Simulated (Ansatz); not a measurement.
## Electronic structure of Se2Si in real space

Input file:

```
crystal:
  periodic: [false, false, false]
  atoms:
    - {symbol: Si, position_ang: [0.000014, -0.000002, 0.000004]}
    - {symbol: Se, position_ang: [-0.070747, -0.141252, 2.067844]}
    - {symbol: Se, position_ang: [0.070723, 0.141255, -2.067838]}
basis:
  gaussian: {orbitals: def2-TZVP, initial_orbitals: start.molden}
hamiltonian: {xc: pbe0, dispersion: d4}
scf: {omitted_lower_state_checks: [starts]}
output: {orbitals: {seedname: orbitals}}
```

Launched as:

```sh
ansatz run in.yaml --threads 4 --pin off --events-out ev --progress --plain --max-ram 3916MiB
```

Geometry: PBE-D4/def2-TZVP.

Level of theory: RKS PBE0-D4/def2-TZVP in Ansatz 0.2.0.

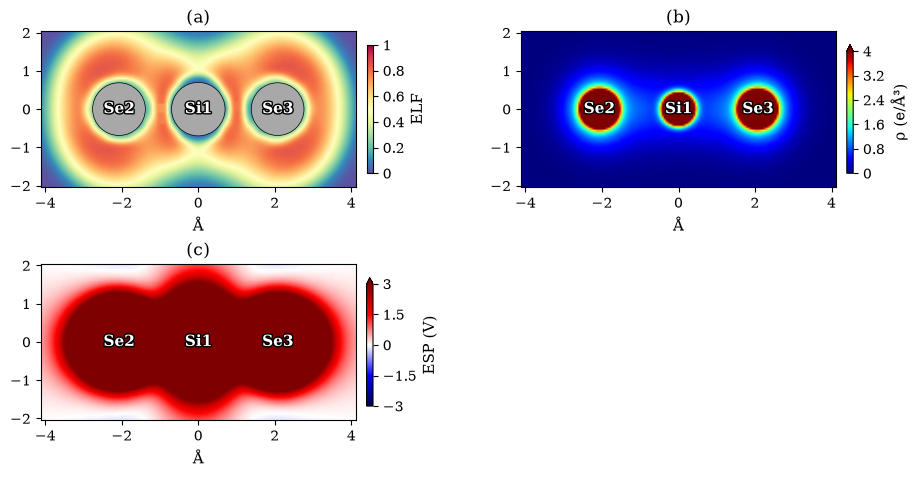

Figure 1. (a) ELF; (b) total electron density; (c) molecular electrostatic potential on a plane that holds the molecular axis. Grey discs cover the atomic cores in the ELF map.

Q: Describe what can be read from this map.

A: The section cuts through Si and Se sites. Si–Se (2.07 Å): the density is about 0.88 e/Å³ at the midpoint; the ELF peaks at about 0.75 between the atoms. The ELF also peaks beside Se3 and Se2, away from the bonds: lone-pair regions. The potential has no marked negative region in this plane.

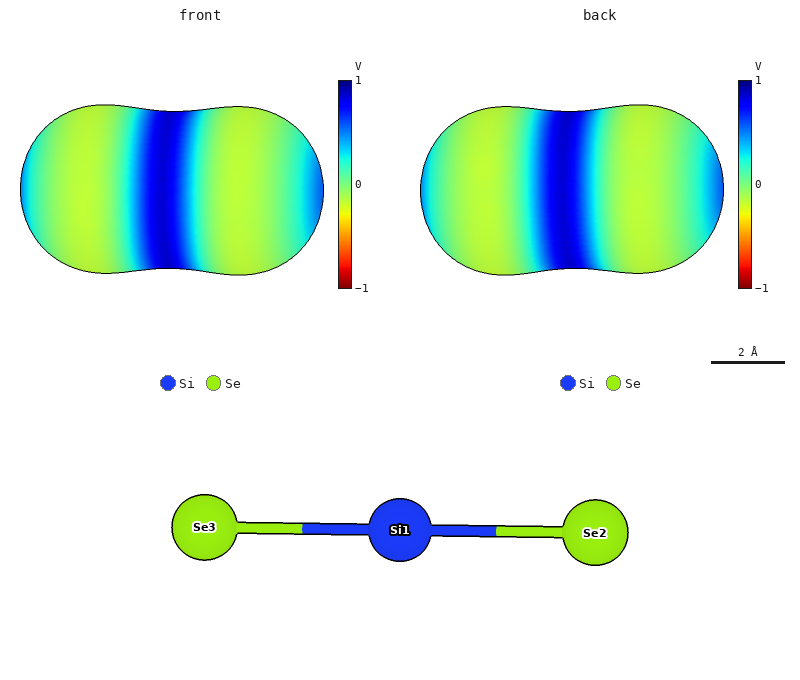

Figure 2. The electrostatic potential painted on the density surface at 0.001 e/bohr³, seen from the front and from behind; the colour scale runs from red (negative) to blue (positive). The bare structure is drawn below in the same view.

Q: Which sites attract a positive test charge, and which a negative one?

A: A positive charge is drawn to the negative regions and a negative charge to the positive ones. The most negative region (about −0.2 V) lies over Se2 and Se3, the most positive (about +0.9 V, or +21 kcal/mol for a unit charge) over Si1.

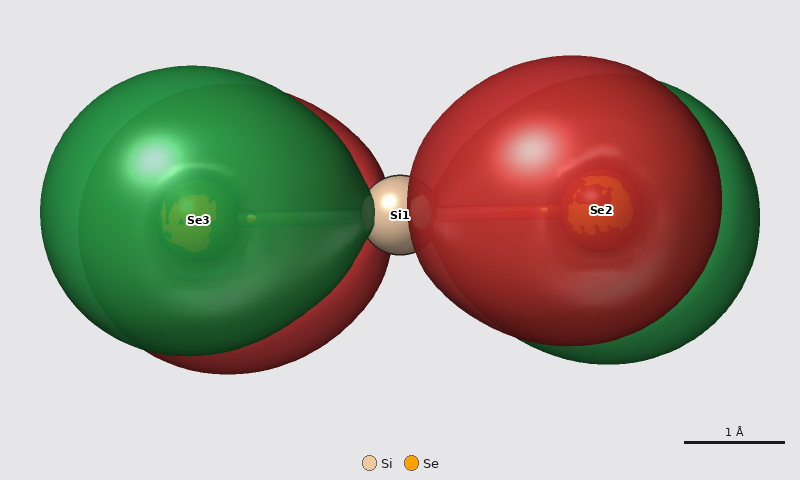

Figure 3. The HOMO at ±0.06 Å⁻³ᐟ² (green and red are the two phases), seen from one side.

Q: Describe this orbital and give its energy.

A: It lies mainly on Se2 (about 45 %) and Se3 (about 45 %); it is gerade (even under inversion). It is one of a degenerate set, so its orientation is arbitrary. Its energy is −7.60 eV.

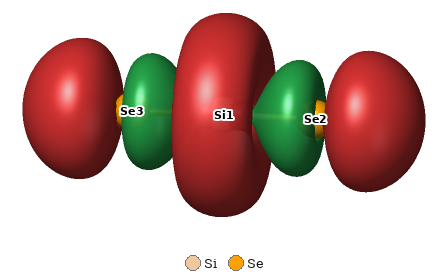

Figure 4. The LUMO at ±0.05 Å⁻³ᐟ² (green and red are the two phases), seen from one side.

Q: Describe this orbital and give its energy.

A: It lies mainly on Si1 (about 40 %), Se2 (about 30 %) and Se3 (about 30 %); it is of σ type; it is gerade (even under inversion). Its energy is −2.46 eV.
